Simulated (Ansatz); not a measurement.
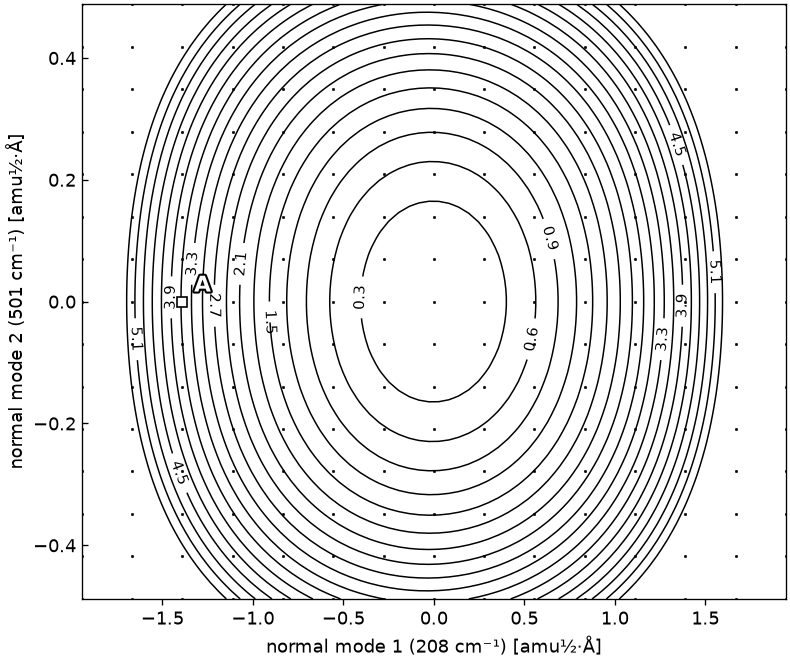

FGaHO, SMILES [O][GaH][F], spin multiplicity 2. The first coordinate is: normal mode 1 (208 cm⁻¹); the second: normal mode 2 (501 cm⁻¹). Nothing is relaxed (straight displacements along the two mass-weighted modes). Grid: 15 × 15 points; 120 points were computed and 105 follow by symmetry. Energies: kcal/mol, counted from the lowest grid point. Level of theory: UHF/def2-TZVP (Ansatz).

In the figure: contour lines labelled in kcal/mol (none above 5.4), dots at the grid points, the point A. Between grid points the surface is interpolated.

Q: Is A at rest? If not, where is it pushed?

A: A, at normal mode 1 (208 cm⁻¹) = −1.389 amu½·Å, normal mode 2 (501 cm⁻¹) = 0.000 amu½·Å, is not a stationary point. The computed force is 5.3 kcal/mol for each amu½·Å towards larger values of normal mode 1 (208 cm⁻¹) and nearly zero along normal mode 2 (501 cm⁻¹).
